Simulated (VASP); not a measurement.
# Ba2SeO: structure and properties in VASP, part 3 of 4

Aim: relax Ba2SeO, then compute properties on the relaxed cell. The cell is invented: it takes the structure of COD entry 9008673, MgSe (space group 225 there), with some of its atoms replaced by other elements, volume scaled by an estimate. It may not be a known or stable phase. The atoms of the start are displaced at random from the sites of a P4/mmm cell.

VASP 6.6.1; PBE; plane waves and PAW (Ba_sv, Se, O); invented cell.

So far, gap on the k-mesh (eV): step 3 (relaxing cell and atoms (PBE)) 2.08.

## (7) Total and projected DOS (PBE)

Here the states are counted by energy and projected on the atoms. The mesh is finer than in the run before.

INCAR reads:

```
SYSTEM = Ba2SeO
PREC = Accurate
ENCUT = 520
EDIFF = 1E-06
NELM = 100
ISMEAR = -5
SIGMA = 0.05
LREAL = .FALSE.
ALGO = Normal
GGA = PE
NBANDS = 30
LORBIT = 11
LWAVE = .FALSE.
LCHARG = .FALSE.
KPAR = 2
NEDOS = 2001
```

POSCAR reads:

```
Ba2SeO
1.0
    4.7404832200      0.0000000000      0.0000000000
    0.0000000000      4.4389628300      0.0000000000
   -0.0735353900      0.0000000000      6.5383073500
Ba Se O
2 1 1
Direct
    0.4996762360      0.5000000000      0.4370531020
    0.1262429400      0.0000000000      0.9948535090
    0.9963588130      0.0000000000      0.5017322050
    0.3825050120      0.5000000000      0.0670541840
```

KPOINTS reads:

```
Automatic mesh
0
Gamma
6 7 5
0 0 0
```

The projector-augmented-wave data sets are Ba_sv, Se and O (PBE family, release 64).

Launch:

```console
$ mpirun -np 2 vasp_std
```

The log of the run:

```text
[... set-up lines as in an earlier step ...]
 entering main loop
       N       E                     dE             d eps       ncg     rms          rms(c)
DAV:   1     0.195946709769E+03    0.19595E+03   -0.13229E+04  3840   0.912E+02
DAV:   2    -0.958470427281E+01   -0.20553E+03   -0.18870E+03  5216   0.193E+02
DAV:   3    -0.246445230662E+02   -0.15060E+02   -0.14919E+02  5068   0.535E+01
DAV:   4    -0.250126899810E+02   -0.36817E+00   -0.36749E+00  5678   0.719E+00
DAV:   5    -0.250158536297E+02   -0.31636E-02   -0.31635E-02  4864   0.597E-01    0.117E+01
DAV:   6    -0.211177560564E+02    0.38981E+01   -0.14933E+01  4170   0.159E+01    0.773E+00
DAV:   7    -0.207945539253E+02    0.32320E+00   -0.15778E+00  4478   0.612E+00    0.295E+00
DAV:   8    -0.207208681717E+02    0.73686E-01   -0.26427E-01  4374   0.302E+00    0.114E+00
DAV:   9    -0.207342596279E+02   -0.13391E-01   -0.41902E-02  4558   0.114E+00    0.324E-01
DAV:  10    -0.207419647883E+02   -0.77052E-02   -0.69590E-03  4264   0.453E-01    0.180E-01
DAV:  11    -0.207430918708E+02   -0.11271E-02   -0.21526E-03  4562   0.201E-01    0.703E-02
DAV:  12    -0.207433438247E+02   -0.25195E-03   -0.42109E-04  4442   0.142E-01    0.389E-02
DAV:  13    -0.207433239689E+02    0.19856E-04   -0.11443E-04  4510   0.578E-02    0.111E-02
DAV:  14    -0.207433325632E+02   -0.85943E-05   -0.50131E-05  4542   0.295E-02    0.133E-02
DAV:  15    -0.207433306948E+02    0.18684E-05   -0.11689E-05  4870   0.188E-02    0.391E-03
DAV:  16    -0.207433305260E+02    0.16883E-06   -0.17189E-06  3814   0.650E-03
   1 F= -.20743331E+02 E0= -.20743331E+02  d E =0.000000E+00
```

Wall time 51 s (2 MPI ranks of Intel Xeon 6975P-C (Granite Rapids), shared host); peak memory 0.79 GiB.

From OUTCAR (step 7):

```text
   k-points           NKPTS =     64   k-points in BZ     NKDIM =     64   number of bands    NBANDS=     30

   NELECT =      32.0000    total number of electrons

 E-fermi :   0.6649

 k-point     1 :       0.0000    0.0000    0.0000
  band No.  band energies     occupation
    ...
     12      -0.1202      2.00000
     13      -0.0513      2.00000
     14       0.1333      2.00000
     15       0.3152      2.00000
     16       0.6644      2.00000
     17       2.7498      0.00000
     18       3.1786      0.00000
     19       5.1238      0.00000
     20       5.1266      0.00000
     21       5.3581      0.00000
    ...

  Total       -0.0134366     -0.0123327      0.0147478      0.0000000      0.0000000      0.0022456
  in kB       -0.1564703     -0.1436148      0.1717386      0.0000000      0.0000000      0.0261502
  external PRESSURE =      -0.0427821 kB  Pullay stress =       0.0000000 kB

 POSITION                                       TOTAL-FORCE (eV/Angst)
 -----------------------------------------------------------------------------------
      2.33657      2.21948      2.85759        -0.001686      0.000000     -0.000475
      0.52530      0.00000      6.50466        -0.008230      0.000000     -0.000831
      4.68633      0.00000      3.28048         0.006185      0.000000      0.001227
      1.80833      2.21948      0.43842         0.003732      0.000000      0.000080
 -----------------------------------------------------------------------------------
    total drift:                                0.000053      0.000000      0.000105

  FREE ENERGIE OF THE ION-ELECTRON SYSTEM (eV)
  ---------------------------------------------------
  free  energy   TOTEN  =       -20.7433305260 eV

  energy  without entropy=      -20.7433305260  energy(sigma->0) =      -20.74333053

[... 6 parts as in an earlier step ...]

[... 10 further parts left out ...]
```

This step gave:

```yaml
scf_cycles: 16
irreducible_k_points: 64
fermi_energy: 0.6649 eV
pressure: -0.004278 GPa
gap_on_the_k_mesh: 2.085 eV
least_direct_gap_on_the_k_mesh: 2.085 eV
```

The density of states has structure finer than the step of the table below, so its rows give means over 1 eV, whole bins alone (the curve runs from -12.0 to 5.64 eV). Peaks (eV: height): total -11.4: 23.2, -11.3: 39.5, -0.7: 18.4, -0.4: 15.6; O p -0.9: 3.98, -0.7: 7.07, -0.4: 7.74; Ba d 3.2: 1.44, 4.1: 1.21, 4.5: 2.02, 5.6: 2.52; Se p -1.5: 2.28, -0.9: 1.91, -0.7: 3.66; Ba p -11.4: 21.0, -11.3: 36.1, -10.7: 6.70.

States under -12.0 eV and over 5.6 eV are left out. The density of states by energy, zero at the valence-band top; means over each step; values in states/eV/cell:

```tsv
energy (eV)	total	O p	Ba d	Se p	Ba p	Se s
-11	6.36	0.0266	0.00672	0.00592	5.52	0.0708
-10	1.92	7.9e-4	0.00661	0.00135	0.606	0.971
-9	0	0	0	0	0	0
-8	0	0	0	0	0	0
-7	0	0	0	0	0	0
-6	0	0	0	0	0	0
-5	0	0	0	0	0	0
-4	0	0	0	0	0	0
-3	0	0	0	0	0	0
-2	0.985	0.0500	0.0450	0.313	0.00951	7.9e-4
-1	9.44	2.68	0.552	1.85	0.247	0.00389
0	1.75	0.677	0.0659	0.278	0.0583	3.2e-4
1	0	0	0	0	0	0
2	0.0417	0.00162	0.00648	6.6e-4	2.5e-4	7.9e-4
3	2.36	0.0924	0.591	0.0466	0.0324	0.0126
4	3.74	0.161	1.00	0.0937	0.0704	0.0238
5	3.98	0.127	1.44	0.107	0.0526	0.0421
```

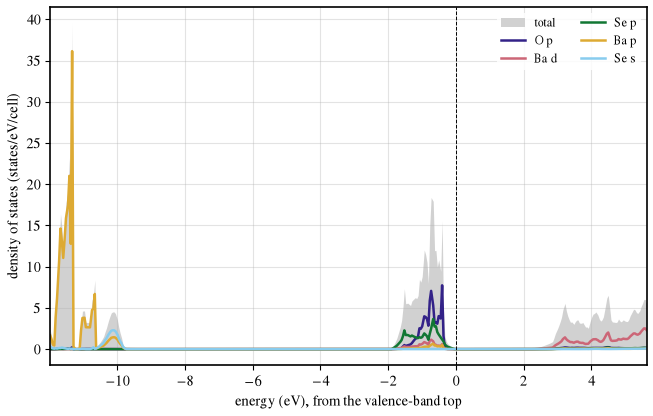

Density of states, plotted against energy.

The gap on this mesh is 2.09 eV. In the top eV of the valence band the largest shares in the PAW spheres are O p 34 %, Se p 17 % and Ba d 5 %. The rest lies in smaller channels or between the spheres.

## (8) Response to an electric field (PBE)

The response to a static field gives the electronic dielectric tensor and the Born charges. It needs tightly converged orbitals, hence the small EDIFF.

INCAR reads:

```
SYSTEM = Ba2SeO
PREC = Accurate
ENCUT = 520
EDIFF = 1E-08
NELM = 100
ISMEAR = 0
SIGMA = 0.01
LREAL = .FALSE.
ALGO = Normal
GGA = PE
NBANDS = 22
LORBIT = 11
LWAVE = .FALSE.
LCHARG = .FALSE.
KPAR = 2
LEPSILON = .TRUE.
```

POSCAR is that of step 7.

KPOINTS reads:

```
Automatic mesh
0
Gamma
5 5 4
0 0 0
```

Launch:

```console
$ mpirun -np 2 vasp_std
```

The log of the run:

```text
[... set-up lines as in an earlier step ...]
 entering main loop
       N       E                     dE             d eps       ncg     rms          rms(c)
DAV:   1     0.221501614559E+03    0.22150E+03   -0.13786E+04  1452   0.124E+03
DAV:   2    -0.723884687159E+01   -0.22874E+03   -0.21713E+03  2026   0.243E+02
DAV:   3    -0.244903360978E+02   -0.17251E+02   -0.17120E+02  1970   0.732E+01
DAV:   4    -0.250094431473E+02   -0.51911E+00   -0.51849E+00  2314   0.111E+01
DAV:   5    -0.250153603490E+02   -0.59172E-02   -0.59162E-02  1814   0.118E+00    0.117E+01
DAV:   6    -0.210280256797E+02    0.39873E+01   -0.22343E+01  1712   0.217E+01    0.743E+00
DAV:   7    -0.207770620403E+02    0.25096E+00   -0.24438E+00  1836   0.895E+00    0.309E+00
DAV:   8    -0.207178400640E+02    0.59222E-01   -0.31253E-01  1794   0.375E+00    0.814E-01
DAV:   9    -0.207353143964E+02   -0.17474E-01   -0.40313E-02  2050   0.117E+00    0.279E-01
DAV:  10    -0.207413482599E+02   -0.60339E-02   -0.79387E-03  1976   0.575E-01    0.177E-01
DAV:  11    -0.207425793626E+02   -0.12311E-02   -0.51573E-03  1960   0.379E-01    0.812E-02
DAV:  12    -0.207428005537E+02   -0.22119E-03   -0.87832E-04  1888   0.199E-01    0.232E-02
DAV:  13    -0.207428187690E+02   -0.18215E-04   -0.14971E-04  1848   0.671E-02    0.175E-02
DAV:  14    -0.207428274694E+02   -0.87004E-05   -0.12152E-04  1842   0.588E-02    0.173E-02
DAV:  15    -0.207428218947E+02    0.55747E-05   -0.30157E-05  1868   0.326E-02    0.274E-03
DAV:  16    -0.207428222107E+02   -0.31599E-06   -0.33109E-06  1828   0.856E-03    0.134E-03
DAV:  17    -0.207428221930E+02    0.17728E-07   -0.23345E-07  1872   0.310E-03    0.650E-04
DAV:  18    -0.207428222184E+02   -0.25409E-07   -0.45613E-08  1788   0.119E-03    0.369E-04
DAV:  19    -0.207428222219E+02   -0.34870E-08   -0.13554E-08  1558   0.596E-04
   1 F= -.20742822E+02 E0= -.20742822E+02  d E =-.470703E-65
 Linear response reoptimize wavefunctions to high precision
DAV:   1    -0.207428222279E+02   -0.60231E-08   -0.29052E-09  1456   0.389E-04
DAV:   2    -0.207428222280E+02   -0.13733E-09   -0.55372E-10  1266   0.124E-04
DAV:   3    -0.207428222281E+02   -0.63665E-10   -0.99338E-11  1200   0.454E-05
 Linear response G [H, r] |phi>, progress :
  Direction:   1
       N       E                     dE             d eps       ncg     rms
RMM:   1    -0.111748103501E+03   -0.11175E+03    0.71742E+02  3112   0.111E+02
RMM:   2    -0.120887263159E+03   -0.91392E+01   -0.30925E+01  2871   0.208E+01
RMM:   3    -0.121807194157E+03   -0.91993E+00   -0.37657E+00  3381   0.594E+00
RMM:   4    -0.121899272824E+03   -0.92079E-01   -0.29612E-01  3473   0.153E+00
RMM:   5    -0.121908508903E+03   -0.92361E-02   -0.35858E-02  3484   0.485E-01
RMM:   6    -0.121909979724E+03   -0.14708E-02   -0.61661E-03  3602   0.165E-01
RMM:   7    -0.121910236575E+03   -0.25685E-03   -0.65372E-03  3661   0.647E-02
RMM:   8    -0.121910274373E+03   -0.37798E-04    0.11609E-03  3695   0.207E-02
RMM:   9    -0.121910283046E+03   -0.86734E-05   -0.10247E-03  3701   0.893E-03
RMM:  10    -0.121910285138E+03   -0.20914E-05   -0.34121E-04  3604   0.498E-03
RMM:  11    -0.121910285462E+03   -0.32459E-06   -0.42909E-04  3411   0.378E-03
RMM:  12    -0.121910285409E+03    0.53299E-07   -0.34943E-04  2978   0.338E-03
RMM:  13    -0.121910285491E+03   -0.81541E-07   -0.34817E-04  2687   0.326E-03
RMM:  14    -0.121910285558E+03   -0.66927E-07   -0.31283E-04  2499   0.322E-03
RMM:  15    -0.121910285597E+03   -0.39418E-07   -0.33770E-04  2394   0.320E-03
 Linear response G [H, r] |phi>, progress :
  Direction:   2
       N       E                     dE             d eps       ncg     rms
RMM:   1    -0.112608537715E+03   -0.11261E+03    0.74307E+02  3166   0.113E+02
RMM:   2    -0.121450743842E+03   -0.88422E+01   -0.39128E+01  2802   0.227E+01
RMM:   3    -0.122442285027E+03   -0.99154E+00   -0.42474E+00  3193   0.609E+00
RMM:   4    -0.122539792654E+03   -0.97508E-01   -0.32621E-01  3321   0.158E+00
RMM:   5    -0.122550998330E+03   -0.11206E-01   -0.46482E-02  3331   0.507E-01
RMM:   6    -0.122552448957E+03   -0.14506E-02   -0.10687E-02  3454   0.168E-01
RMM:   7    -0.122552766158E+03   -0.31720E-03   -0.95781E-03  3513   0.650E-02
RMM:   8    -0.122552621890E+03    0.14427E-03   -0.25157E-05  3536   0.208E-02
RMM:   9    -0.122552626813E+03   -0.49229E-05   -0.14116E-03  3431   0.920E-03
RMM:  10    -0.122552608922E+03    0.17891E-04   -0.30949E-04  3366   0.505E-03
RMM:  11    -0.122552610271E+03   -0.13491E-05   -0.27787E-04  3230   0.385E-03
RMM:  12    -0.122552609169E+03    0.11023E-05   -0.22730E-04  2916   0.341E-03
RMM:  13    -0.122552609233E+03   -0.64039E-07   -0.11583E-04  2673   0.330E-03
RMM:  14    -0.122552609242E+03   -0.88839E-08    0.17749E-05  2471   0.325E-03
RMM:  15    -0.122552609192E+03    0.49101E-07   -0.67950E-05  2362   0.323E-03
 Linear response G [H, r] |phi>, progress :
  Direction:   3
       N       E                     dE             d eps       ncg     rms
RMM:   1    -0.111635100587E+03   -0.11164E+03    0.73624E+02  3268   0.112E+02
RMM:   2    -0.121391627140E+03   -0.97565E+01   -0.36990E+01  2879   0.221E+01
RMM:   3    -0.122303437211E+03   -0.91181E+00   -0.40293E+00  3369   0.613E+00
RMM:   4    -0.122401791609E+03   -0.98354E-01   -0.27780E-01  3372   0.153E+00
RMM:   5    -0.122412035340E+03   -0.10244E-01   -0.36546E-02  3507   0.502E-01
RMM:   6    -0.122413657629E+03   -0.16223E-02   -0.26846E-03  3501   0.169E-01
RMM:   7    -0.122413878687E+03   -0.22106E-03   -0.52152E-03  3649   0.649E-02
RMM:   8    -0.122413921769E+03   -0.43082E-04    0.24253E-03  3680   0.217E-02
RMM:   9    -0.122413927337E+03   -0.55684E-05   -0.47185E-04  3669   0.977E-03
RMM:  10    -0.122413930205E+03   -0.28677E-05   -0.12034E-04  3613   0.579E-03
RMM:  11    -0.122413930669E+03   -0.46392E-06   -0.24873E-04  3462   0.461E-03
RMM:  12    -0.122413930777E+03   -0.10770E-06   -0.17982E-04  3062   0.422E-03
RMM:  13    -0.122413930968E+03   -0.19145E-06   -0.22381E-04  2793   0.409E-03
RMM:  14    -0.122413930771E+03    0.19740E-06   -0.20922E-04  2533   0.405E-03
RMM:  15    -0.122413930778E+03   -0.72132E-08   -0.19500E-04  2393   0.404E-03
 Linear response to external field (no local field effect), progress :
  Direction:   1
       N       E                     dE             d eps       ncg     rms          rms(c)
RMM:   1    -0.134696002876E+01   -0.13470E+01   -0.57009E+00  3131   0.438E+00
RMM:   2    -0.140477032130E+01   -0.57810E-01   -0.18388E-01  3436   0.115E+00
RMM:   3    -0.141290768704E+01   -0.81374E-02   -0.14799E-02  3567   0.304E-01
RMM:   4    -0.141360729024E+01   -0.69960E-03   -0.11733E-03  3520   0.883E-02
[...]
Linear response to external field (no local field effect), progress :
  Direction:   2
       N       E                     dE             d eps       ncg     rms          rms(c)
RMM:   1    -0.138582239869E+01   -0.13858E+01   -0.59359E+00  3057   0.448E+00
RMM:   2    -0.144062953292E+01   -0.54807E-01   -0.18031E-01  3221   0.112E+00
RMM:   3    -0.144738949364E+01   -0.67600E-02   -0.14495E-02  3394   0.306E-01
RMM:   4    -0.144804946408E+01   -0.65997E-03   -0.11337E-03  3379   0.835E-02
RMM:   5    -0.144810773731E+01   -0.58273E-04   -0.20239E-04  3324   0.293E-02
RMM:   6    -0.144811630349E+01   -0.85662E-05    0.11584E-05  3248   0.976E-03
RMM:   7    -0.144811738162E+01   -0.10781E-05   -0.11771E-04  3286   0.431E-03
RMM:   8    -0.144811753105E+01   -0.14943E-06   -0.49725E-05  3231   0.127E-03
RMM:   9    -0.144811754455E+01   -0.13498E-07   -0.85715E-06  2891   0.606E-04
RMM:  10    -0.144811754724E+01   -0.26865E-08   -0.49899E-06  2487   0.377E-04
RMM:  11    -0.144811754681E+01    0.42401E-09   -0.22957E-06  2109   0.318E-04
RMM:  12    -0.144811754673E+01    0.81889E-10   -0.10643E-06  1834   0.302E-04
RMM:  13    -0.144811754680E+01   -0.64178E-10   -0.12880E-06  1711   0.299E-04
RMM:  14    -0.144811754710E+01   -0.30026E-09   -0.10969E-06  1647   0.298E-04
 change of polarisation eV/A/(eV/A) component  2 :    -0.231     2.896    -0.020
 dielectric tensor                  component  2 :    -0.304     4.809    -0.026
 Linear response to external field (no local field effect), progress :
  Direction:   3
       N       E                     dE             d eps       ncg     rms          rms(c)
RMM:   1    -0.136077434074E+01   -0.13608E+01   -0.57443E+00  3114   0.450E+00
RMM:   2    -0.142222252682E+01   -0.61448E-01   -0.18150E-01  3439   0.114E+00
RMM:   3    -0.142902771516E+01   -0.68052E-02   -0.15100E-02  3563   0.314E-01
RMM:   4    -0.142976422137E+01   -0.73651E-03   -0.12192E-03  3534   0.885E-02
RMM:   5    -0.142983361864E+01   -0.69397E-04   -0.22130E-04  3535   0.313E-02
RMM:   6    -0.142984395151E+01   -0.10333E-04   -0.74470E-06  3541   0.108E-02
RMM:   7    -0.142984531276E+01   -0.13613E-05   -0.70459E-05  3557   0.481E-03
RMM:   8    -0.142984550976E+01   -0.19700E-06   -0.71524E-05  3457   0.144E-03
RMM:   9    -0.142984553265E+01   -0.22894E-07    0.57483E-06  3164   0.718E-04
RMM:  10    -0.142984553866E+01   -0.60134E-08   -0.26020E-06  2715   0.453E-04
RMM:  11    -0.142984554096E+01   -0.22955E-08    0.68848E-07  2264   0.381E-04
RMM:  12    -0.142984554268E+01   -0.17196E-08    0.54760E-07  1922   0.362E-04
RMM:  13    -0.142984554484E+01   -0.21615E-08    0.34444E-07  1759   0.358E-04
RMM:  14    -0.142984554501E+01   -0.17016E-09    0.47793E-07  1704   0.358E-04
 change of polarisation eV/A/(eV/A) component  3 :     0.129    -0.019     2.860
 dielectric tensor                  component  3 :     0.169    -0.025     4.761
 Linear response to external field, progress :
  Direction:   1
       N       E                     dE             d eps       ncg     rms          rms(c)
RMM:   1    -0.134696002876E+01   -0.13470E+01   -0.57009E+00  3131   0.438E+00
RMM:   2    -0.140477031378E+01   -0.57810E-01   -0.18388E-01  3436   0.115E+00    0.180E+00
RMM:   3    -0.129614967187E+01    0.10862E+00   -0.19490E-01  2651   0.177E+00    0.954E-01
RMM:   4    -0.134979521434E+01   -0.53646E-01   -0.20850E-01  2635   0.180E+00    0.322E-01
RMM:   5    -0.137835251457E+01   -0.28557E-01   -0.12346E-02  3064   0.457E-01    0.162E-01
RMM:   6    -0.140032346956E+01   -0.21971E-01   -0.36686E-03  2907   0.267E-01    0.419E-02
RMM:   7    -0.140477883456E+01   -0.44554E-02   -0.79427E-04  3195   0.858E-02    0.229E-02
RMM:   8    -0.140775080673E+01   -0.29720E-02   -0.28530E-04  3009   0.490E-02    0.699E-03
RMM:   9    -0.140770596041E+01    0.44846E-04   -0.95453E-05  3380   0.177E-02    0.323E-03
RMM:  10    -0.140809647880E+01   -0.39052E-03   -0.67779E-05  3195   0.813E-03    0.894E-04
RMM:  11    -0.140809841731E+01   -0.19385E-05   -0.11686E-05  3545   0.325E-03    0.511E-04
RMM:  12    -0.140810688659E+01   -0.84693E-05   -0.11345E-05  3349   0.132E-03    0.137E-04
RMM:  13    -0.140810920626E+01   -0.23197E-05   -0.35881E-06  3587   0.623E-04    0.880E-05
RMM:  14    -0.140810796215E+01    0.12441E-05   -0.27398E-06  3072   0.392E-04    0.144E-05
RMM:  15    -0.140810777858E+01    0.18357E-06   -0.14385E-06  2563   0.280E-04    0.780E-06
 change of polarisation eV/A/(eV/A) component  1 :     2.501    -0.221     0.123
 dielectric tensor                  component  1 :     4.290    -0.290     0.161
 Linear response to external field, progress :
  Direction:   2
       N       E                     dE             d eps       ncg     rms          rms(c)
RMM:   1    -0.138581610476E+01   -0.13858E+01   -0.59358E+00  4778   0.448E+00
RMM:   2    -0.144062941351E+01   -0.54813E-01   -0.18032E-01  5136   0.112E+00    0.176E+00
RMM:   3    -0.136471183870E+01    0.75918E-01   -0.13886E-01  4048   0.160E+00    0.965E-01
RMM:   4    -0.142580453362E+01   -0.61093E-01   -0.14932E-01  4066   0.166E+00    0.290E-01
RMM:   5    -0.146776843602E+01   -0.41964E-01   -0.96958E-03  4572   0.451E-01    0.440E-02
RMM:   6    -0.147622696371E+01   -0.84585E-02   -0.13574E-03  5232   0.133E-01    0.223E-02
RMM:   7    -0.147826667536E+01   -0.20397E-02   -0.18343E-04  4961   0.448E-02    0.105E-02
RMM:   8    -0.147906744306E+01   -0.80077E-03   -0.93074E-05  4753   0.238E-02    0.369E-03
RMM:   9    -0.147908401301E+01   -0.16570E-04   -0.27370E-05  5576   0.824E-03    0.191E-03
RMM:  10    -0.147922572406E+01   -0.14171E-03   -0.21195E-05  4956   0.402E-03    0.481E-04
RMM:  11    -0.147923161202E+01   -0.58880E-05   -0.32672E-06  5489   0.157E-03    0.189E-04
RMM:  12    -0.147920730833E+01    0.24304E-04   -0.37738E-06  5257   0.706E-04    0.944E-05
RMM:  13    -0.147920828874E+01   -0.98041E-06   -0.64140E-07  4934   0.440E-04    0.284E-05
RMM:  14    -0.147920739653E+01    0.89221E-06    0.91103E-08  4234   0.307E-04    0.150E-05
RMM:  15    -0.147920777971E+01   -0.38319E-06    0.25951E-07  3286   0.277E-04    0.450E-06
 change of polarisation eV/A/(eV/A) component  2 :    -0.000     2.655    -0.001
 dielectric tensor                  component  2 :    -0.000     4.492    -0.001
 Linear response to external field, progress :
  Direction:   3
       N       E                     dE             d eps       ncg     rms          rms(c)
RMM:   1    -0.136077434074E+01   -0.13608E+01   -0.57443E+00  3114   0.450E+00
RMM:   2    -0.142222252674E+01   -0.61448E-01   -0.18150E-01  3439   0.114E+00    0.185E+00
RMM:   3    -0.128030662501E+01    0.14192E+00   -0.26483E-01  2701   0.202E+00    0.101E+00
RMM:   4    -0.129986051571E+01   -0.19554E-01   -0.16352E-01  2715   0.172E+00    0.480E-01
RMM:   5    -0.133153014642E+01   -0.31670E-01   -0.23496E-02  2913   0.632E-01    0.243E-01
RMM:   6    -0.136475779282E+01   -0.33228E-01   -0.67260E-03  2760   0.412E-01    0.611E-02
RMM:   7    -0.136927625170E+01   -0.45185E-02   -0.41020E-04  3198   0.115E-01    0.406E-02
RMM:   8    -0.137228885867E+01   -0.30126E-02   -0.41333E-05  2964   0.815E-02    0.146E-02
RMM:   9    -0.137333321407E+01   -0.10444E-02    0.14330E-04  3239   0.280E-02    0.630E-03
RMM:  10    -0.137369919561E+01   -0.36598E-03    0.54679E-05  2989   0.149E-02    0.167E-03
RMM:  11    -0.137364983655E+01    0.49359E-04    0.34103E-05  3562   0.523E-03    0.108E-03
RMM:  12    -0.137364250669E+01    0.73299E-05   -0.49991E-06  3079   0.269E-03    0.251E-04
RMM:  13    -0.137361842186E+01    0.24085E-04   -0.29860E-06  3575   0.107E-03    0.181E-04
RMM:  14    -0.137361656766E+01    0.18542E-05   -0.25564E-07  3242   0.635E-04    0.583E-05
RMM:  15    -0.137361883480E+01   -0.22671E-05   -0.18328E-07  3371   0.404E-04    0.444E-05
RMM:  16    -0.137361924663E+01   -0.41182E-06   -0.19980E-06  2738   0.335E-04    0.101E-05
RMM:  17    -0.137361985412E+01   -0.60749E-06   -0.15594E-06  2189   0.295E-04    0.468E-06
 change of polarisation eV/A/(eV/A) component  3 :     0.121    -0.017     2.450
 dielectric tensor                  component  3 :     0.159    -0.022     4.222
 Born effective charges drift removed
```

It took 4.7 min on 2 MPI ranks; peak memory 1.1 GiB.

(Part 3 of 4 ends here.)

[Lines on the potential files, build, host, timing and source positions are cut from VASP's logs without a mark.]

[Logs are printed without paths, hosts, clocks, repeated set-up lines and the standing remarks that a program may print on its own settings, such as how far it seeks lower states.]

[Hosts, paths, dates, database ids (printed as entryN), source tags and the programs' standing remarks are cut or masked in the printed files.]

[A measured line is paired with the nearest computed mode of its activity, which favours agreement.]
